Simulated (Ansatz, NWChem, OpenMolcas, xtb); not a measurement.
**How methods differ on BOF (fluoro(oxo)borane)**

BOF has 3 atoms, charge 0, and is taken as a singlet. As SMILES, `O=BF`. The coordinates come from a PBE0-D4/def2-TZVP relaxation.

```xyz
3

O     0.9831   -0.5651    0.4799
B     0.0203   -0.0116    0.0099
F    -1.0034    0.5768   -0.4898
```

Quantity: the HOMO–LUMO gap, in eV. The values are calculated.

```tsv
level	kind	program	value (eV)
GFN0-xTB	semi-empirical	xtb	7.16
HF/cc-pVTZ	Hartree–Fock	NWChem	17.21
SVWN5/cc-pVTZ	LDA	Ansatz	7.64
BLYP/cc-pVTZ	GGA	OpenMolcas	7.43
revPBE/cc-pVTZ	GGA	OpenMolcas	7.59
r2SCAN/cc-pVTZ	meta-GGA	Ansatz	8.48
r2SCAN0/cc-pVTZ	hybrid meta-GGA	Ansatz	10.77
CAM-B3LYP/cc-pVTZ	range-separated hybrid	NWChem	12.52
wB97M-V/cc-pVTZ	range-separated hybrid	Ansatz	14.31
PBE-QIDH/cc-pVTZ	double hybrid	Ansatz	14.53
```

The values span 7.16 to 17.21 eV. Orbital gaps aren't excitation energies, and those of double hybrids come from the SCF part alone; they tend to grow with the share of exact exchange.

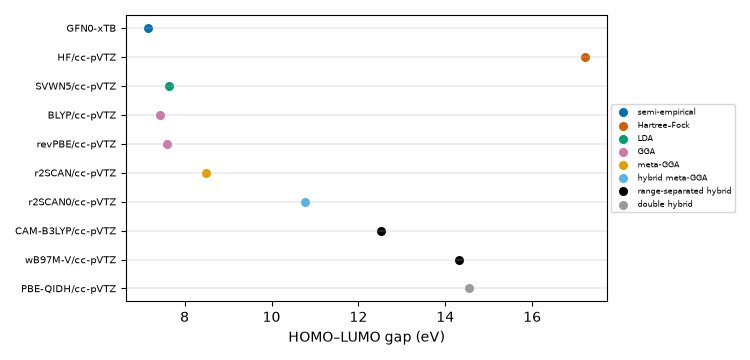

The values of the table, level by level.
